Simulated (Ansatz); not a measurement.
System: ClH₂SSi (charge −1).

```xyz
5

S    -1.4006   -0.5108    0.0746
Si    0.8329   -0.2230   -0.3636
Cl    1.2621    1.8391    0.4856
H    -1.8484   -0.1431   -1.1509
H     1.1540   -0.9621    0.9543
```

Theory: Ansatz, RKS B3LYP/def2-SVP.

**What will maps of the electron density and electron localisation function show?**

Si–Cl (2.27 Å): ρ is about 0.56 e/Å³ halfway, with its minimum of 0.43 e/Å³ about 0.9 Å from Si; the ELF peaks at about 0.85 between the atoms; a shared but strongly polarised pair.
Si–S (2.29 Å): ρ at the midpoint is about 0.6 e/Å³, with its minimum of 0.48 e/Å³ about 0.8 Å from Si; the ELF peaks at about 0.90 between the atoms; a shared electron pair.

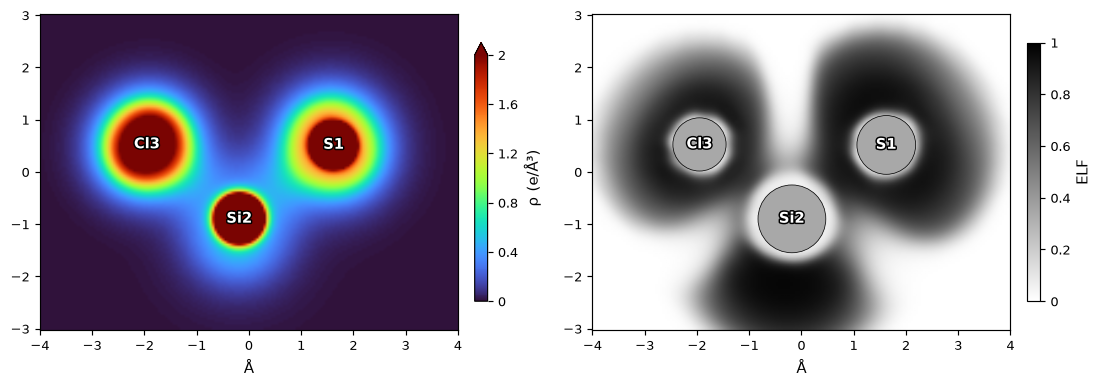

Computed electron density and electron localisation function on the plane of atoms S1, Si2 and Cl3, in this order. Grey discs cover the atomic cores in the ELF map. 
